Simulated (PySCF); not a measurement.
## Electronic structure of C₅H₆O₂Si in real space

Input file:

```
{"job": {"kind": "nmr", "xc": "PBE0", "basis": "pcSseg-1"}, "charge": 0, "multiplicity": 1}
C     -2.440261    -1.034670    -0.041249
Si    -1.939937     0.783717    -0.219002
C     -0.079125     0.843682    -0.225990
C      1.131525     0.857126    -0.229386
C      2.555281     0.823104    -0.228963
O      3.289545     1.780077    -0.325217
C      3.136295    -0.587891    -0.090808
O      2.491499    -1.590722     0.009749
H     -2.056023    -1.630427    -0.864869
H     -3.520882    -1.146165    -0.028552
H     -2.052578    -1.461916     0.879773
H     -2.377718     1.587179     0.926093
H     -2.380713     1.354528    -1.495429
H      4.242414    -0.578095    -0.093293
```

Run with:

```sh
OMP_NUM_THREADS=1 python probes_run.py task.json out
```

Geometry: GFN2-xTB.

Computed with PBE0/pcSseg-1, SCF density, gas phase, non-relativistic (PySCF 2.14.0).

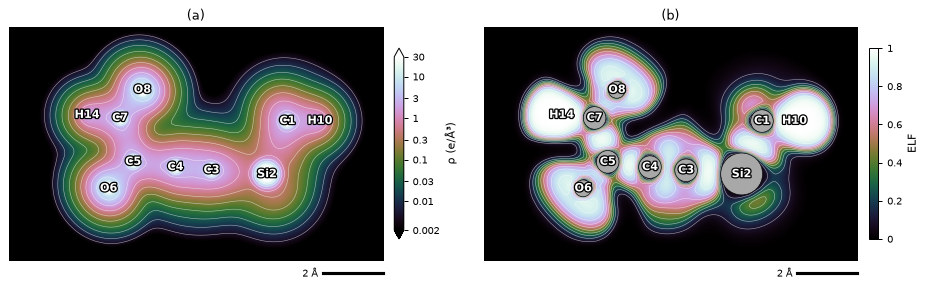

Figure 1. (a) total electron density; (b) electron localisation function on the plane of atoms C4, C5 and C7. Grey discs cover the atomic cores in the ELF map.

Read the bonding off the picture.

Answer. The plane passes through C, Si, O and H nuclei. C–O (1.20 Å): ρ at the midpoint is about 3.4 e/Å³; the ELF peaks at about 0.85 between the atoms (a multiple bond). C–C (1.21 Å): ρ is about 2.7 e/Å³ halfway; the ELF peaks at about 0.85 between the atoms (a multiple bond). C–Si (1.86 Å): ρ at the midpoint is about 0.91 e/Å³; the ELF peaks at about 0.95 between the atoms: a covalent bond. C–H (1.09 Å): ρ at the midpoint is about 1.9 e/Å³; the ELF climbs to about 1 towards the hydrogen, as it does in any bond to H: a covalent bond by its length. The ELF also peaks beside O6 and O8, away from the bonds: lone-pair regions.

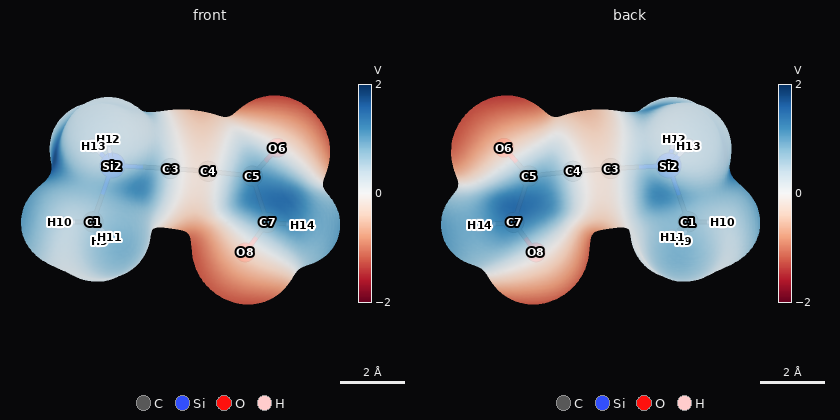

Figure 2. The molecular electrostatic potential painted on the density surface at 0.002 e/bohr³, seen from the front and from behind; red is negative and blue positive.

Which sites attract a positive test charge, and which a negative one?

Answer. A positive charge is drawn to the negative regions and a negative charge to the positive ones. The most negative region (about −1.3 V, or −30 kcal/mol for a unit charge) lies over O6, the most positive (about +1.6 V, or +37 kcal/mol for a unit charge) over Si2. O6 is the likeliest acceptor of a hydrogen bond.

How polar is the molecule by this calculation?

Answer. Its dipole moment is 2.34 D.
